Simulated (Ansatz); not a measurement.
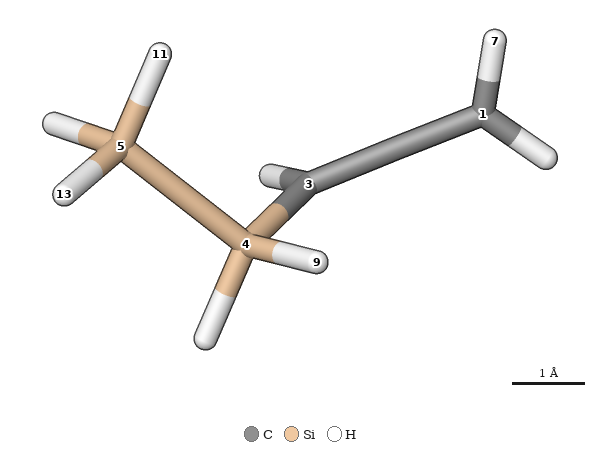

Figure 1. The structure as given in the input (stick view, seen at a tilt; atoms are numbered from 1 in the order of the input). Bond lengths as drawn: C–C 1.31 Å, C–H 1.10 Å, C–Si 1.88 Å, H–Si 1.49 to 1.50 Å and Si–Si 2.35 Å.

## Nudged elastic band of C$_{3}$H$_{8}$Si$_{2}$

System: C$_{3}$H$_{8}$Si$_{2}$, SMILES C=C=C[SiH2][SiH3].
Method: RKS r2SCAN-D4/def2-SVP (Ansatz 0.2.0).

It belongs to a series of runs on one base structure; here: band between the two ends. Figures and captions count atoms from 1; the log counts them from 0 in places.

### Input
```yaml
crystal:
  periodic: [false, false, false]
  atoms:
    - { symbol: C, position_ang: [-1.476414, -0.79673, 2.507512] }
    - { symbol: C, position_ang: [-0.437858, -0.64156, 1.722815] }
    - { symbol: C, position_ang: [0.577338, -0.497685, 0.902128] }
    - { symbol: Si, position_ang: [0.395212, -0.649158, -0.95994] }
    - { symbol: Si, position_ang: [0.642704, 1.471048, -1.943309] }
    - { symbol: H, position_ang: [-1.728666, -1.777705, 2.925196] }
    - { symbol: H, position_ang: [-2.118072, 0.050436, 2.7749] }
    - { symbol: H, position_ang: [1.564353, -0.250656, 1.322987] }
    - { symbol: H, position_ang: [-0.950743, -1.214286, -1.277637] }
    - { symbol: H, position_ang: [1.449799, -1.563666, -1.503391] }
    - { symbol: H, position_ang: [-0.448305, 2.381212, -1.476331] }
    - { symbol: H, position_ang: [1.956909, 2.064791, -1.543486] }
    - { symbol: H, position_ang: [0.594145, 1.389162, -3.436544] }
basis:
  gaussian: { orbitals: def2-SVP }
hamiltonian:
  xc: r2scan
  dispersion: d4
neb:
  order_check: false
  images: 5
  f_tol: 0.05
  max_iterations: 60
  initial_path: idpp
  final_atoms:
    - { symbol: C, position_ang: [-0.46723604, -1.03380656, 2.80050634] }
    - { symbol: C, position_ang: [-0.79419127, -0.5612168, 1.62265309] }
    - { symbol: C, position_ang: [-1.08944157, -0.1118307, 0.42464481] }
    - { symbol: Si, position_ang: [-0.06874595, -0.54039569, -1.09124067] }
    - { symbol: Si, position_ang: [1.09165969, 1.36910527, -1.81886648] }
    - { symbol: H, position_ang: [0.22953417, -0.49650266, 3.45397333] }
    - { symbol: H, position_ang: [-0.88681768, -1.97641018, 3.16948754] }
    - { symbol: H, position_ang: [-1.95161471, 0.56387655, 0.31257809] }
    - { symbol: H, position_ang: [-0.96501478, -1.01334919, -2.19418813] }
    - { symbol: H, position_ang: [0.89239728, -1.62966564, -0.7433163] }
    - { symbol: H, position_ang: [0.1247078, 2.48105705, -2.07967275] }
    - { symbol: H, position_ang: [2.05214292, 1.81631307, -0.7636599] }
    - { symbol: H, position_ang: [1.85302214, 1.09802847, -3.07799897] }
```

Machine: 2 threads of Arm Neoverse V2, 24 GiB of memory available, shared host.

Launch command:
```bash
ansatz run input.yaml --threads 2 --pin off --max-ram 3072MiB --backend cpu --events-out ev --progress --plain --runs-dir out
```

### Log
```
Engine: ansatz 0.2.0, aarch64-unknown-linux-gnu
Functional definition: r2SCAN
  parameter k0 = 0.174
  parameter k1 = 0.065
  parameter a1 = 4.9479
  exchange = r2scan_x(k0 = k0, k1 = k1, a1 = a1)
  correlation = r2scan_c
1330 factors; their error is unknown
mean field evaluation 1: about -18978.0107 eV, gradient 4.6e1 eV
mean field evaluation 2: about -18975.3328 eV, gradient 5.4e1 eV
mean field evaluation 4: about -18984.0043 eV, gradient 5.0e0 eV
mean field evaluation 8: about -18984.0695 eV, gradient 1.2e-1 eV
mean field evaluation 16: about -18983.9768 eV, gradient 3.2e-4 eV
mean field -18983.97677449 eV, -697.6482786608 hartree, gradient 9.2e-6 eV, S^2 0.000000; 0 other end points of the search recorded, 0 dependent functions left out
the calculation of the forces begins
reference -18983.97678687 eV, -697.6482791158 hartree; 27, 27 occupied and 91, 91 virtual orbitals, 1330 factors
1330 factors; their error is unknown
mean field evaluation 32: about -18983.9768 eV, gradient 2.4e-2 eV
mean field -18983.97680335 eV, -697.6482797214 hartree, gradient 9.4e-6 eV, S^2 0.000000; 0 other end points of the search recorded, 0 dependent functions left out
[... from here on the field's lines of each further geometry are left out, up to the last ...]
NEB iter   1: max|band force component| = 7.572e-1 eV/Å  barrier→ = 0.2232 eV  barrier← = 0.2232 eV  Δτ_max = 0.1961 Å  (202 SCF iters)
NEB iter   2: max|band force component| = 8.113e-1 eV/Å  barrier→ = 0.1739 eV  barrier← = 0.1739 eV  Δτ_max = 0.1000 Å  (142 SCF iters)
NEB iter   3: max|band force component| = 4.153e-1 eV/Å  barrier→ = 0.1000 eV  barrier← = 0.1000 eV  CI = image 3  Δτ_max = 0.0832 Å  (147 SCF iters)
NEB iter   4: max|band force component| = 3.368e-1 eV/Å  barrier→ = 0.0839 eV  barrier← = 0.0839 eV  CI = image 3  Δτ_max = 0.0609 Å  (152 SCF iters)
NEB iter   5: max|band force component| = 2.558e-1 eV/Å  barrier→ = 0.0667 eV  barrier← = 0.0667 eV  CI = image 3  Δτ_max = 0.0830 Å  (152 SCF iters)
NEB iter   6: max|band force component| = 4.255e-1 eV/Å  barrier→ = 0.0759 eV  barrier← = 0.0759 eV  CI = image 4  Δτ_max = 0.0422 Å  (151 SCF iters)
NEB iter   7: max|band force component| = 2.135e-1 eV/Å  barrier→ = 0.0683 eV  barrier← = 0.0683 eV  CI = image 3  Δτ_max = 0.0263 Å  (152 SCF iters)
NEB iter   8: max|band force component| = 1.388e-1 eV/Å  barrier→ = 0.0620 eV  barrier← = 0.0620 eV  CI = image 3  Δτ_max = 0.0138 Å  (155 SCF iters)
NEB iter   9: max|band force component| = 6.510e-2 eV/Å  barrier→ = 0.0612 eV  barrier← = 0.0612 eV  CI = image 3  Δτ_max = 0.0749 Å  (160 SCF iters)
NEB iter  10: max|band force component| = 2.762e-1 eV/Å  barrier→ = 0.0609 eV  barrier← = 0.0609 eV  CI = image 3  Δτ_max = 0.0371 Å  (155 SCF iters)
NEB iter  11: max|band force component| = 1.706e-1 eV/Å  barrier→ = 0.0606 eV  barrier← = 0.0606 eV  CI = image 3  Δτ_max = 0.0372 Å  (155 SCF iters)
NEB iter  12: max|band force component| = 1.055e-1 eV/Å  barrier→ = 0.0604 eV  barrier← = 0.0604 eV  CI = image 3  Δτ_max = 0.0373 Å  (154 SCF iters)
NEB iter  13: max|band force component| = 1.331e-1 eV/Å  barrier→ = 0.0603 eV  barrier← = 0.0603 eV  CI = image 3  Δτ_max = 0.0187 Å  (145 SCF iters)
the calculation of the forces begins
reference -18983.96474951 eV, -697.6478367511 hartree; 27, 27 occupied and 91, 91 virtual orbitals, 1330 factors
1330 factors; their error is unknown
mean field -18983.91777691 eV, -697.6461105399 hartree, gradient 1.9e-5 eV, S^2 0.000000; 1 other end points of the search recorded, 0 dependent functions left out
the calculation of the forces begins
reference -18983.91778929 eV, -697.6461109947 hartree; 27, 27 occupied and 91, 91 virtual orbitals, 1330 factors
NEB iter  14: max|band force component| = 3.220e-2 eV/Å  barrier→ = 0.0603 eV  barrier← = 0.0603 eV  CI = image 3  Δτ_max = 0.0000 Å  (301 SCF iters)
```

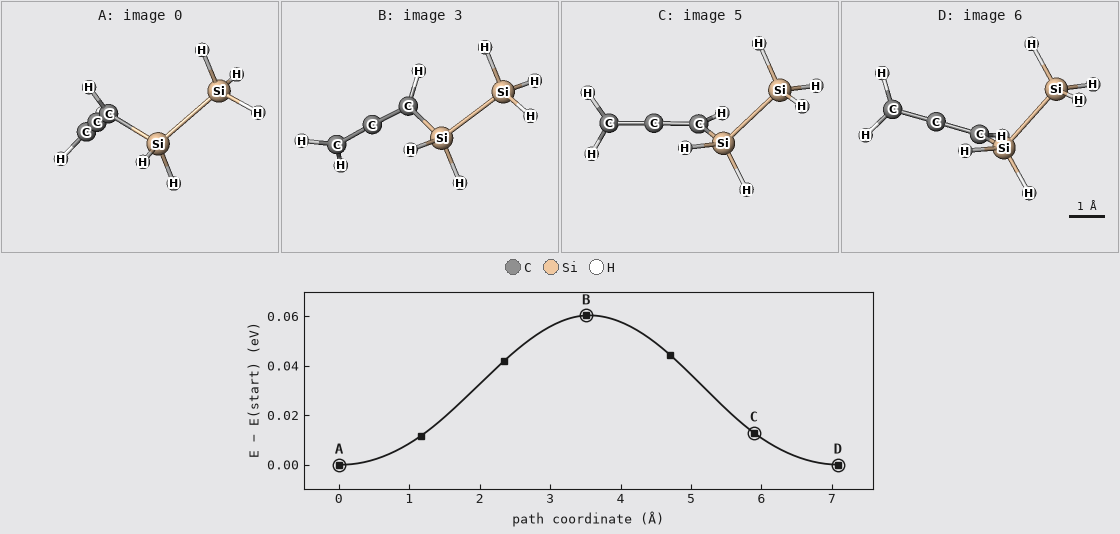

Figure 2. Images of the last band (counted from 0; ball-and-stick, seen at a tilt) above the energy along the path; the line is a cubic interpolation that uses the forces. The highest image is number 3, 0.060 eV above the start and 0.060 eV above the end (the climbing image); start and end have the same energy. The path is 7.08 Å long. The band converged in 14 iterations.

```
Total energy: -18983.99114277 eV, -697.6488066855 hartree
Atom 0 at    -1.002336    -1.596673     2.648194 Å, force    -0.000898    -0.008599     0.000891 eV/Å
Atom 1 at    -0.489299    -0.733577     1.805521 Å, force     0.000567    -0.001427    -0.013635 eV/Å
Atom 2 at     0.010649     0.099349     0.922485 Å, force     0.004648     0.010095     0.021270 eV/Å
Atom 3 at    -0.061060    -0.255616    -0.927079 Å, force     0.000373    -0.000128    -0.007502 eV/Å
Atom 4 at     0.919481     1.528990    -2.094454 Å, force    -0.002450    -0.002249    -0.001565 eV/Å
Atom 5 at    -0.396791    -2.408552     3.066906 Å, force    -0.000315     0.002772     0.000217 eV/Å
Atom 6 at    -2.049319    -1.526847     2.963990 Å, force    -0.003046     0.001653     0.002576 eV/Å
Atom 7 at     0.482682     1.025139     1.285443 Å, force     0.000027    -0.002178    -0.003159 eV/Å
Atom 8 at    -1.479486    -0.431158    -1.371509 Å, force     0.000129    -0.000371     0.000421 eV/Å
Atom 9 at     0.667422    -1.523820    -1.246207 Å, force     0.000520     0.000211     0.000354 eV/Å
Atom 10 at     0.186411     2.800231    -1.802285 Å, force    -0.000453     0.000808    -0.000462 eV/Å
Atom 11 at     2.342960     1.700898    -1.666604 Å, force     0.001628     0.000442    -0.000374 eV/Å
Atom 12 at     0.889088     1.286838    -3.569502 Å, force    -0.000732    -0.001028     0.000969 eV/Å
Dipole moment:    -0.032034    -0.044881     0.135011 e Å
this run last wrote the band of iteration 14 to [file]
```

### The last band as extended XYZ (Å, eV, eV/Å)
```
13
Properties=species:S:1:pos:R:3:forces:R:3 image=0 energy=-18984.05143
C    -1.4764   -0.7967    2.5075    0.0116   0.0063  -0.0100
C    -0.4379   -0.6416    1.7228   -0.0029  -0.0019   0.0017
C     0.5773   -0.4977    0.9021   -0.0076  -0.0026   0.0039
Si    0.3952   -0.6492   -0.9599    0.0028   0.0000   0.0008
Si    0.6427    1.4710   -1.9433   -0.0019  -0.0013  -0.0015
H    -1.7287   -1.7777    2.9252   -0.0044  -0.0097   0.0042
H    -2.1181    0.0504    2.7749    0.0016   0.0036   0.0003
H     1.5644   -0.2507    1.3230   -0.0009   0.0030  -0.0011
H    -0.9507   -1.2143   -1.2776    0.0013   0.0016   0.0007
H     1.4498   -1.5637   -1.5034   -0.0012   0.0021   0.0005
H    -0.4483    2.3812   -1.4763    0.0019  -0.0013  -0.0005
H     1.9569    2.0648   -1.5435   -0.0003  -0.0009  -0.0001
H     0.5941    1.3892   -3.4365    0.0000   0.0010   0.0011
13
Properties=species:S:1:pos:R:3:forces:R:3 image=1 energy=-18984.03971
C    -1.4090   -1.1228    2.5820    0.0001   0.0052   0.0073
C    -0.4776   -0.6919    1.7667   -0.0044   0.0000  -0.0122
C     0.4365   -0.2817    0.9178    0.0146  -0.0028   0.0123
Si    0.2564   -0.4932   -0.9390    0.0025  -0.0022  -0.0061
Si    0.7570    1.5277   -2.0280   -0.0018  -0.0026   0.0013
H    -1.3784   -2.1421    2.9839   -0.0085   0.0014  -0.0051
H    -2.2373   -0.4770    2.8941   -0.0007   0.0065   0.0004
H     1.3448    0.1963    1.3164    0.0034  -0.0067  -0.0005
H    -1.1334   -0.9453   -1.2480    0.0033  -0.0038   0.0011
H     1.2168   -1.5307   -1.4372    0.0042  -0.0007  -0.0032
H    -0.2081    2.6019   -1.6409   -0.0055  -0.0009   0.0029
H     2.1342    1.9673   -1.6394   -0.0034   0.0048   0.0004
H     0.7186    1.3567   -3.5135   -0.0037   0.0016   0.0013
13
Properties=species:S:1:pos:R:3:forces:R:3 image=2 energy=-18984.00967
C    -1.2537   -1.4025    2.6164    0.0150   0.0294   0.0302
C    -0.4956   -0.7188    1.7940   -0.0069  -0.0001  -0.0177
C     0.2468   -0.0643    0.9310    0.0030  -0.0139   0.0189
Si    0.1059   -0.3581   -0.9223    0.0034  -0.0009  -0.0095
Si    0.8484    1.5447   -2.0798   -0.0014   0.0005   0.0021
H    -0.9199   -2.3646    3.0215   -0.0131  -0.0106  -0.0148
H    -2.2283   -1.0229    2.9428   -0.0072   0.0021  -0.0075
H     0.9843    0.6574    1.3142    0.0086  -0.0085   0.0003
H    -1.3091   -0.6870   -1.2740    0.0035  -0.0059   0.0027
H     0.9610   -1.5164   -1.3385    0.0089   0.0010  -0.0031
H     0.0051    2.7365   -1.7564   -0.0062  -0.0001   0.0013
H     2.2588    1.8435   -1.6765   -0.0040   0.0058  -0.0028
H     0.8165    1.3175   -3.5574   -0.0035   0.0011  -0.0001
13
Properties=species:S:1:pos:R:3:forces:R:3 image=3 energy=-18983.99113
C    -1.0023   -1.5967    2.6482   -0.0009  -0.0086   0.0009
C    -0.4893   -0.7336    1.8055    0.0006  -0.0014  -0.0136
C     0.0106    0.0993    0.9225    0.0046   0.0101   0.0213
Si   -0.0611   -0.2556   -0.9271    0.0004  -0.0001  -0.0075
Si    0.9195    1.5290   -2.0945   -0.0024  -0.0022  -0.0016
H    -0.3968   -2.4086    3.0669   -0.0003   0.0028   0.0002
H    -2.0493   -1.5268    2.9640   -0.0030   0.0017   0.0026
H     0.4827    1.0251    1.2854    0.0000  -0.0022  -0.0032
H    -1.4795   -0.4312   -1.3715    0.0001  -0.0004   0.0004
H     0.6674   -1.5238   -1.2462    0.0005   0.0002   0.0004
H     0.1864    2.8002   -1.8023   -0.0005   0.0008  -0.0005
H     2.3430    1.7009   -1.6666    0.0016   0.0004  -0.0004
H     0.8891    1.2868   -3.5695   -0.0007  -0.0010   0.0010
13
Properties=species:S:1:pos:R:3:forces:R:3 image=4 energy=-18984.00694
C    -0.6895   -1.6845    2.6760    0.0040  -0.0127  -0.0320
C    -0.4694   -0.7420    1.7919    0.0041   0.0145   0.0313
C    -0.2601    0.1855    0.8867   -0.0039   0.0068  -0.0076
Si   -0.2504   -0.1832   -0.9592    0.0009  -0.0025   0.0083
Si    0.9728    1.4817   -2.0742    0.0070  -0.0010  -0.0021
H     0.1346   -2.2557    3.1177    0.0013  -0.0014   0.0002
H    -1.7090   -1.9245    2.9993    0.0094  -0.0065   0.0060
H    -0.1040    1.2194    1.2314   -0.0214   0.0097  -0.0041
H    -1.6460   -0.1810   -1.5052   -0.0024   0.0048  -0.0023
H     0.3324   -1.5380   -1.2034   -0.0071  -0.0006   0.0009
H     0.3468    2.8146   -1.8045    0.0040  -0.0006   0.0000
H     2.3873    1.5230   -1.5903    0.0036  -0.0069   0.0009
H     0.9750    1.2499   -3.5513    0.0006  -0.0035   0.0006
13
Properties=species:S:1:pos:R:3:forces:R:3 image=5 energy=-18984.03847
C    -0.3640   -1.6572    2.6623    0.0056  -0.0179  -0.0217
C    -0.4545   -0.6994    1.7721    0.0024   0.0022  -0.0013
C    -0.5504    0.2345    0.8539   -0.0079   0.0080   0.0071
Si   -0.4453   -0.1350   -0.9843   -0.0007   0.0016  -0.0021
Si    1.0075    1.3928   -2.0212    0.0013  -0.0014   0.0006
H     0.6020   -1.9537    3.0859    0.0049   0.0101   0.0051
H    -1.2568   -2.1915    3.0071    0.0053   0.0022   0.0057
H    -0.7059    1.2744    1.1810   -0.0133   0.0011  -0.0017
H    -1.7943    0.0127   -1.6210   -0.0023   0.0035  -0.0016
H     0.0186   -1.5416   -1.1787   -0.0049  -0.0005   0.0044
H     0.5256    2.7854   -1.7575    0.0049  -0.0003   0.0011
H     2.3967    1.2653   -1.4835    0.0021  -0.0062   0.0027
H     1.0412    1.1783   -3.5012    0.0025  -0.0024   0.0016
13
Properties=species:S:1:pos:R:3:forces:R:3 image=6 energy=-18984.05143
C     0.4934   -1.3644    2.6513    0.0104   0.0010   0.0057
C    -0.1912   -0.7150    1.7418   -0.0047   0.0012  -0.0041
C    -0.8569   -0.0881    0.7994   -0.0056   0.0036  -0.0065
Si   -0.5350   -0.3818   -1.0263   -0.0011  -0.0005   0.0023
Si    0.4876    1.5186   -1.9565   -0.0006   0.0003  -0.0011
H     1.4423   -0.9722    3.0346   -0.0025   0.0004   0.0005
H     0.1333   -2.3150    3.0604   -0.0013  -0.0055   0.0019
H    -1.6118    0.6576    1.0939    0.0035  -0.0002   0.0009
H    -1.8277   -0.6354   -1.7392   -0.0006   0.0003   0.0005
H     0.3499   -1.5752   -1.1824    0.0009  -0.0014  -0.0007
H    -0.3674    2.7230   -1.7160   -0.0004  -0.0001   0.0001
H     1.8184    1.7484   -1.3146    0.0020   0.0009   0.0009
H     0.6855    1.3647   -3.4315    0.0001   0.0001  -0.0002
```

### Results in brief

```json
{"quantity": "outcome", "value": "converged"}
{"quantity": "barrier, forward", "value": "0.060 eV"}
{"quantity": "barrier, backward", "value": "0.060 eV"}
{"quantity": "wall time", "value": "4.3 min (CPU time 8.4 min)"}
{"quantity": "peak memory", "value": "0.17 GiB"}
```

### Remarks

The order of the saddle point was not checked.
